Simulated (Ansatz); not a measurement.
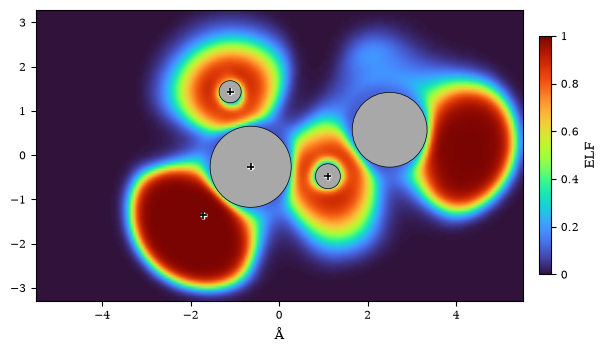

The ELF on a plane through atoms (crosses mark nuclei in the plane; grey discs cover the cores).

All numbers below come from isolated molecule in a Gaussian basis; Kohn-Sham density functional theory, functional PBE0 in Ansatz.

Candidates:
A. FH5NSi2 (doublet)
B. FGa2H3O
C. BGeH4InSi

### Which candidate gave the map?

Candidate B: FGa2H3O on the plane of atoms F1, Ga2 and H5, which holds F, Ga, O and H. Ga–F (1.76 Å): the ELF peaks at about 0.80 in the valence shell of F, 0.5 Å from its nucleus, and is about 0.20 at the midpoint. Ga–O (1.76 Å): the ELF peaks at about 0.85 in the valence shell of O, 0.6 Å from its nucleus, and is about 0.25 at the midpoint.
